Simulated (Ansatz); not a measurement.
**Run report: SiH5SO (charge +1), geometry relaxation**

System: SiH5SO, charge +1, SMILES [SiH3]O[SH2+].
Method: RKS PBE-D4/def2-SVPD (Ansatz 0.2.0).

It belongs to a series of runs on one base structure; here: end point A relaxed. Figures and captions count atoms from 1; the log counts them from 0 in places.

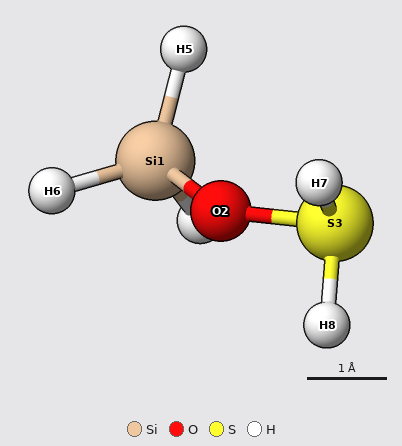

Fig. 1: The starting structure (ball-and-stick view, seen at a tilt; atoms are numbered from 1 in the order of the input).

## Key numbers

```tsv
quantity	value
outcome	converged
total energy	−20814.8987 eV
mean-field energy	−20814.7793 eV
largest force (length of the vector) at the end	0.010 eV/Å
hardware	2 threads of Arm Neoverse V1, 24 GiB of memory available, shared host
wall time	12 s (CPU time 24 s)
peak memory	0.14 GiB
```

## Input file
```yaml
crystal:
  periodic: [false, false, false]
  atoms:
    - { symbol: Si, position_ang: [-0.7999, 1.05305, -0.56496] }
    - { symbol: O, position_ang: [0.13669, -0.10017, 0.36889] }
    - { symbol: S, position_ang: [0.8987, -1.44219, 0.17518] }
    - { symbol: H, position_ang: [-1.90549, 0.25912, -1.08446] }
    - { symbol: H, position_ang: [0.13781, 1.50816, -1.58338] }
    - { symbol: H, position_ang: [-1.04222, 1.90948, 0.58199] }
    - { symbol: H, position_ang: [2.09346, -1.10102, 0.78235] }
    - { symbol: H, position_ang: [0.48095, -2.08643, 1.3244] }
total_charge: 1
basis:
  gaussian: { orbitals: def2-SVPD }
hamiltonian:
  xc: pbe
  dispersion: d4
relax:
  f_tol: 0.015
  max_steps: 40
output:
  orbitals: {}
```

Launch command:
```bash
ansatz run input.yaml --threads 2 --pin off --max-ram 3072MiB --backend cpu --events-out ev --progress --plain --runs-dir out
```

## Log
```
The last accepted step is kept in [file] (removed where the run ends without a failure and the disk answers)
Engine: ansatz 0.2.0, aarch64-unknown-linux-gnu
Functional definition: PBE
  parameter kappa = 0.804
  parameter beta = 0.06672455060314922
  exchange = pbe_x(kappa = kappa, mu = beta*pi^2/3)
  correlation = pbe_c(beta = beta)
1003 factors; their error is unknown
mean field evaluation 1: about -20800.2599 eV, gradient 8.7e1 eV
mean field evaluation 2: about -20631.1800 eV, gradient 2.2e2 eV
mean field evaluation 4: about -20814.0842 eV, gradient 1.4e1 eV
mean field evaluation 8: about -20814.5970 eV, gradient 2.2e-1 eV
mean field evaluation 16: about -20814.5745 eV, gradient 4.6e-5 eV
mean field -20814.57453971 eV, -764.9215057089 hartree, gradient 4.6e-5 eV, S^2 0.000000; 0 other end points of the search recorded, 0 dependent functions left out
the calculation of the forces begins
reference -20814.57460198 eV, -764.9215079973 hartree; 21, 21 occupied and 93, 93 virtual orbitals, 1003 factors
relax step   1: F+E_penalty+E_count = -20814.69372366 eV  Δ(F+E_penalty+E_count) = +0.000e0 eV  max|allowed force component| = 1.035e0 eV/Å  Δτ_max = 0.0000 Å  (26 SCF iters, accepted)
these checks for a lower state are left out or cut short: starts, cluster_reference, orbital_swaps, neighbouring_geometries, increment
1003 factors; their error is unknown
mean field -20814.70184067 eV, -764.9261839329 hartree, gradient 7.7e-6 eV, S^2 0.000000; 0 other end points of the search recorded, 0 dependent functions left out
the calculation of the forces begins
reference -20814.70190273 eV, -764.9261862137 hartree; 21, 21 occupied and 93, 93 virtual orbitals, 1003 factors
relax step   2: F+E_penalty+E_count = -20814.81947903 eV  Δ(F+E_penalty+E_count) = -1.258e-1 eV  max|allowed force component| = 6.597e-1 eV/Å  Δτ_max = 0.1366 Å  (27 SCF iters, accepted)
these checks for a lower state are left out or cut short: starts, cluster_reference, orbital_swaps, neighbouring_geometries, increment
1003 factors; their error is unknown
mean field -20814.73072623 eV, -764.9272454576 hartree, gradient 1.5e-5 eV, S^2 0.000000; 0 other end points of the search recorded, 0 dependent functions left out
the calculation of the forces begins
reference -20814.73078809 eV, -764.9272477311 hartree; 21, 21 occupied and 93, 93 virtual orbitals, 1003 factors
relax step   3: F+E_penalty+E_count = -20814.84817887 eV  Δ(F+E_penalty+E_count) = -2.870e-2 eV  max|allowed force component| = 5.222e-1 eV/Å  Δτ_max = 0.0438 Å  (27 SCF iters, accepted)
these checks for a lower state are left out or cut short: starts, cluster_reference, orbital_swaps, neighbouring_geometries, increment
1003 factors; their error is unknown
mean field evaluation 32: about -20814.2824 eV, gradient 1.8e1 eV
mean field -20814.77086605 eV, -764.9287205688 hartree, gradient 1.9e-5 eV, S^2 0.000000; 0 other end points of the search recorded, 0 dependent functions left out
the calculation of the forces begins
reference -20814.77092629 eV, -764.9287227828 hartree; 21, 21 occupied and 93, 93 virtual orbitals, 1003 factors
relax step   4: F+E_penalty+E_count = -20814.89000956 eV  Δ(F+E_penalty+E_count) = -4.183e-2 eV  max|allowed force component| = 3.012e-1 eV/Å  Δτ_max = 0.2000 Å  (33 SCF iters, accepted)
these checks for a lower state are left out or cut short: starts, cluster_reference, orbital_swaps, neighbouring_geometries, increment
1003 factors; their error is unknown
mean field -20814.77889581 eV, -764.9290156573 hartree, gradient 1.9e-5 eV, S^2 0.000000; 0 other end points of the search recorded, 0 dependent functions left out
the calculation of the forces begins
reference -20814.77895623 eV, -764.9290178775 hartree; 21, 21 occupied and 93, 93 virtual orbitals, 1003 factors
relax step   5: F+E_penalty+E_count = -20814.89827018 eV  Δ(F+E_penalty+E_count) = -8.261e-3 eV  max|allowed force component| = 5.839e-2 eV/Å  Δτ_max = 0.0314 Å  (28 SCF iters, accepted)
these checks for a lower state are left out or cut short: starts, cluster_reference, orbital_swaps, neighbouring_geometries, increment
1003 factors; their error is unknown
mean field -20814.77927475 eV, -764.9290295829 hartree, gradient 1.8e-5 eV, S^2 0.000000; 0 other end points of the search recorded, 0 dependent functions left out
the calculation of the forces begins
reference -20814.77933520 eV, -764.9290318043 hartree; 21, 21 occupied and 93, 93 virtual orbitals, 1003 factors
relax step   6: F+E_penalty+E_count = -20814.89863080 eV  Δ(F+E_penalty+E_count) = -3.606e-4 eV  max|allowed force component| = 8.125e-3 eV/Å  Δτ_max = 0.0082 Å  (29 SCF iters, accepted)
1003 factors; their error is unknown
mean field evaluation 64: about -20814.8024 eV, gradient 5.9e-2 eV
```

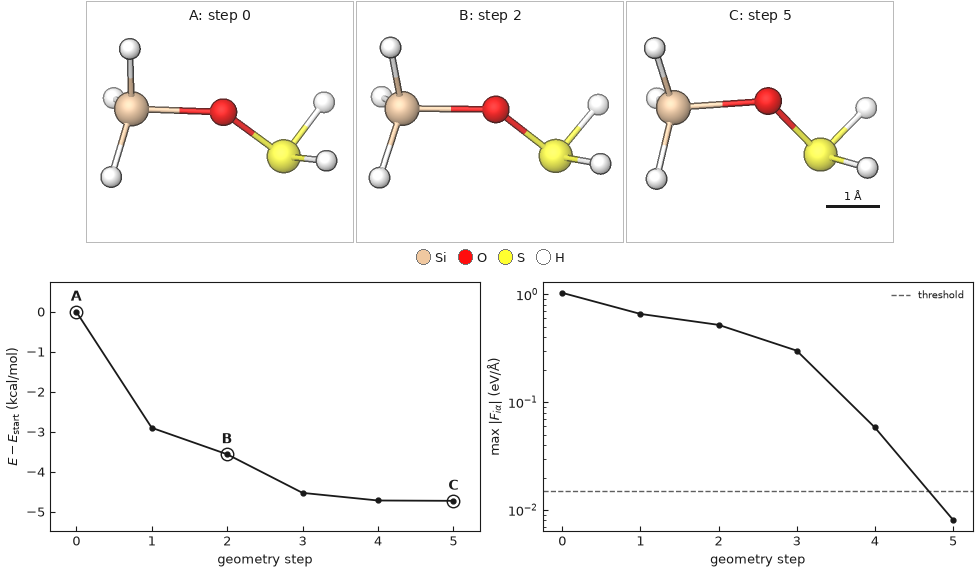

Fig. 2: Frames of the relaxation (ball-and-stick view, seen at a tilt) above the curves, on which the letters mark them (the first geometry is step 0 here and step 1 in the log).

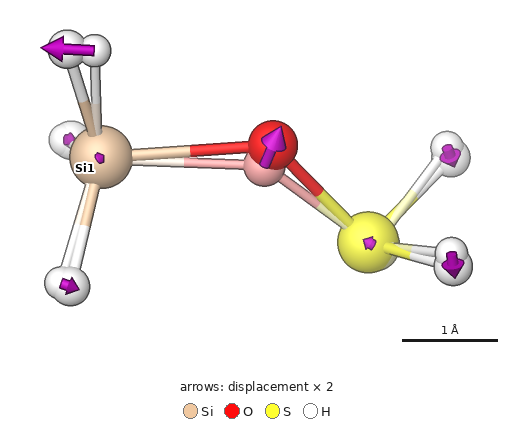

Fig. 3: Start (faint) and end (solid) with the displacements as pink arrows, magnified 2 times (ball-and-stick view, seen at a tilt). The two geometries are laid on each other by the best rigid fit. The largest move after the best rigid fit is that of H6, 0.29 Å. Largest moves by element: H 0.29 Å, O 0.27 Å, S 0.07 Å, Si 0.04 Å. Among the contacts that change: Si1–O2 1.755 → 1.816 Å, O2–S3 1.555 → 1.610 Å, Si1–H4 1.457 → 1.492 Å, Si1–H6 1.452 → 1.487 Å. Among the angles that change: Si1–O2–S3 139.7° → 123.4°, O2–Si1–H6 93.2° → 98.8°, H4–Si1–H6 118.5° → 116.0°. Over 5 geometry steps the energy falls by 4.73 kcal/mol. Largest force component: 1 eV/Å at the start, 0.0081 eV/Å at the end. (Atoms are counted from 1 in the order of the input.)

```
mean field -20814.77927475 eV, -764.9290295829 hartree, gradient 1.8e-5 eV, S^2 0.000000; 1 other end points of the search recorded, 0 dependent functions left out
the calculation of the forces begins
reference -20814.77933520 eV, -764.9290318043 hartree; 21, 21 occupied and 93, 93 virtual orbitals, 1003 factors
Total energy: -20814.89869124 eV, -764.9334180582 hartree
Atom 0 at    -0.784139     1.047973    -0.523470 Å, force     0.006334    -0.008125     0.001411 eV/Å
Atom 1 at     0.168587    -0.000250     0.612975 Å, force    -0.002552     0.004654     0.000595 eV/Å
Atom 2 at     0.867915    -1.380422     0.168307 Å, force     0.004274    -0.002462     0.007608 eV/Å
Atom 3 at    -1.871053     0.166067    -1.040863 Å, force    -0.003188     0.000104    -0.001429 eV/Å
Atom 4 at     0.192423     1.467922    -1.570426 Å, force    -0.000587     0.002980    -0.003141 eV/Å
Atom 5 at    -1.202331     2.102345     0.437526 Å, force    -0.000288     0.001479     0.002268 eV/Å
Atom 6 at     2.136203    -1.204053     0.696308 Å, force    -0.002268     0.000592    -0.003084 eV/Å
Atom 7 at     0.492394    -2.199583     1.219653 Å, force    -0.001725     0.000778    -0.004229 eV/Å
Dipole moment:     0.368246    -0.547887     0.112811 e Å
```

## Trajectory as extended XYZ (Å, eV, eV/Å), 6 frames, from step=1 to step=6
```
8
Properties=species:S:1:pos:R:3:forces:R:3 step=1 energy=-20814.69372
Si   -0.7999    1.0531   -0.5650    0.0201  -0.1077  -0.1968
O     0.1367   -0.1002    0.3689   -0.2356   0.6919   0.7789
S     0.8987   -1.4422    0.1752    0.6349  -1.0348  -0.0711
H    -1.9055    0.2591   -1.0845   -0.6220  -0.2018  -0.2731
H     0.1378    1.5082   -1.5834    0.3181   0.3773  -0.5005
H    -1.0422    1.9095    0.5820   -0.3278   0.6660   0.3315
H     2.0935   -1.1010    0.7823    0.1808  -0.1537  -0.0599
H     0.4809   -2.0864    1.3244    0.0314  -0.2373  -0.0091
8
Properties=species:S:1:pos:R:3:forces:R:3 step=2 energy=-20814.81948
Si   -0.7915    1.0428   -0.5546   -0.2100   0.2452  -0.2545
O     0.1551   -0.1098    0.4108   -0.1547   0.5293   0.6288
S     0.9230   -1.4656    0.2050    0.3223  -0.6597  -0.2961
H    -1.9472    0.2886   -1.0977   -0.1052  -0.1282  -0.0334
H     0.1217    1.5569   -1.6042    0.1340   0.0217  -0.0910
H    -1.1177    2.0080    0.5249   -0.0183   0.0425   0.0406
H     2.1452   -1.1615    0.7843    0.0122  -0.0291   0.0052
H     0.5114   -2.1594    1.3315    0.0198  -0.0218   0.0004
8
Properties=species:S:1:pos:R:3:forces:R:3 step=3 energy=-20814.84818
Si   -0.7967    1.0523   -0.5532   -0.1378   0.1121  -0.2643
O     0.1549   -0.0909    0.4442    0.0200   0.2053   0.5222
S     0.9200   -1.4609    0.2020    0.0907  -0.2593  -0.2421
H    -1.9490    0.2683   -1.0918    0.0522  -0.0038   0.0214
H     0.1395    1.5523   -1.6050   -0.0120  -0.0394   0.0358
H    -1.1426    2.0406    0.5094    0.0283  -0.0636  -0.0404
H     2.1526   -1.1829    0.7750   -0.0271   0.0203  -0.0129
H     0.5212   -2.1788    1.3194   -0.0143   0.0284  -0.0197
8
Properties=species:S:1:pos:R:3:forces:R:3 step=4 energy=-20814.89001
Si   -0.7869    1.0460   -0.5379    0.0808   0.0002   0.3012
O     0.1682   -0.0079    0.6256   -0.2495   0.2931  -0.2595
S     0.8632   -1.3805    0.1695    0.2475  -0.2572   0.3001
H    -1.8885    0.1802   -1.0541    0.0512  -0.0297   0.0016
H     0.1922    1.4817   -1.5773    0.0023  -0.0536   0.0099
H    -1.1939    2.0907    0.4427   -0.0038  -0.0149  -0.0563
H     2.1425   -1.2048    0.6967   -0.1632  -0.0320  -0.1116
H     0.5033   -2.2054    1.2348    0.0347   0.0942  -0.1853
8
Properties=species:S:1:pos:R:3:forces:R:3 step=5 energy=-20814.89827
Si   -0.7858    1.0511   -0.5229    0.0372  -0.0584   0.0064
O     0.1660    0.0016    0.6162    0.0123  -0.0123   0.0094
S     0.8649   -1.3781    0.1680    0.0083  -0.0060   0.0203
H    -1.8676    0.1628   -1.0384   -0.0177   0.0066  -0.0114
H     0.1967    1.4644   -1.5661   -0.0027   0.0152  -0.0156
H    -1.2067    2.1075    0.4329   -0.0047   0.0135   0.0173
H     2.1368   -1.2067    0.6915   -0.0234   0.0158  -0.0095
H     0.4957   -2.2026    1.2188   -0.0093   0.0256  -0.0169
8
Properties=species:S:1:pos:R:3:forces:R:3 step=6 energy=-20814.89863
Si   -0.7841    1.0480   -0.5235    0.0063  -0.0081   0.0014
O     0.1686   -0.0003    0.6130   -0.0026   0.0047   0.0006
S     0.8679   -1.3804    0.1683    0.0043  -0.0025   0.0076
H    -1.8711    0.1661   -1.0409   -0.0032   0.0001  -0.0014
H     0.1924    1.4679   -1.5704   -0.0006   0.0030  -0.0031
H    -1.2023    2.1023    0.4375   -0.0003   0.0015   0.0023
H     2.1362   -1.2041    0.6963   -0.0023   0.0006  -0.0031
H     0.4924   -2.1996    1.2197   -0.0017   0.0008  -0.0042
```

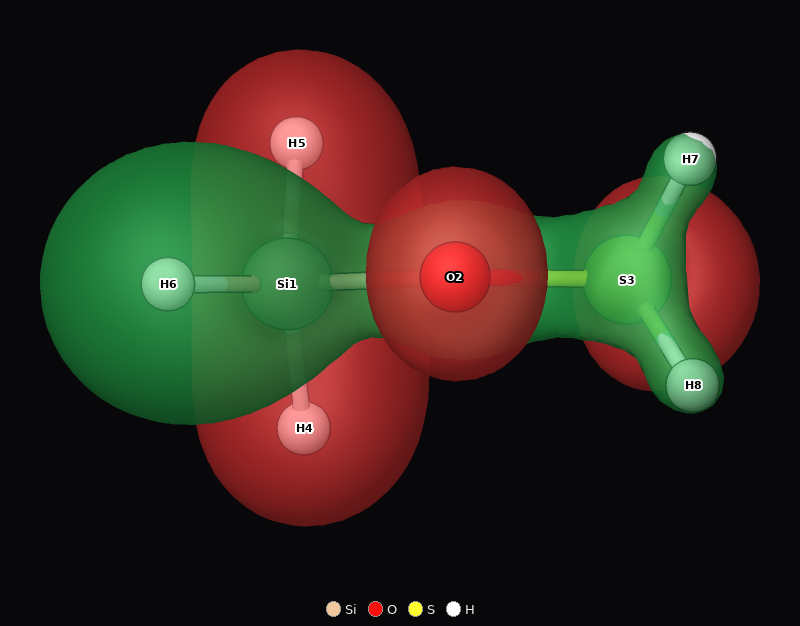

Fig. 4: One frontier orbital at ±0.08 Å⁻³ᐟ² (green and red are the two phases), seen at an oblique angle. The HOMO−1, at −13.20 eV. Its weight (Hirshfeld) is mainly on Si1 (30 %), H6 (25 %), O2 (20 %), H4 (10 %) and S3 (10 %).

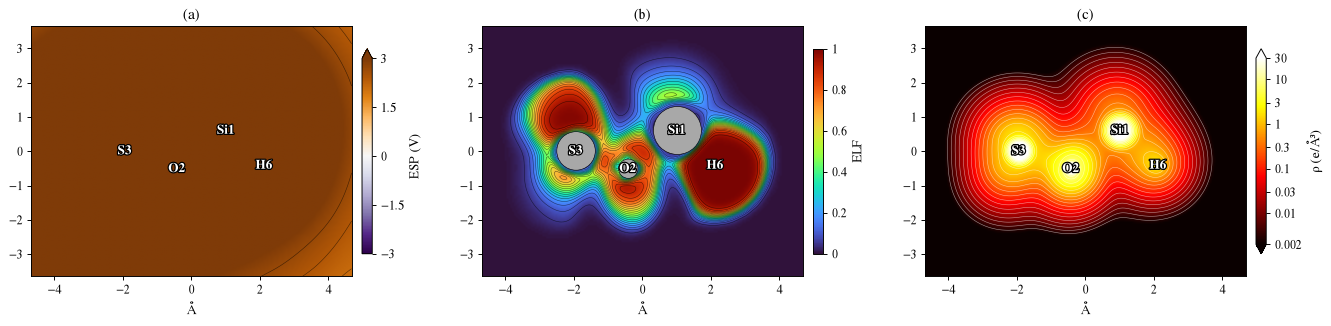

Fig. 5: (a) molecular electrostatic potential; (b) ELF; (c) electron density on the plane of atoms Si1, O2 and S3. Grey discs, where drawn, cover atomic cores. The plane passes through Si, O, S and H nuclei. Si–O (1.82 Å): ρ is about 0.73 e/Å³ halfway; the ELF peaks at about 0.90 between the atoms, which marks a polar covalent bond. The potential has no marked negative region in this plane.
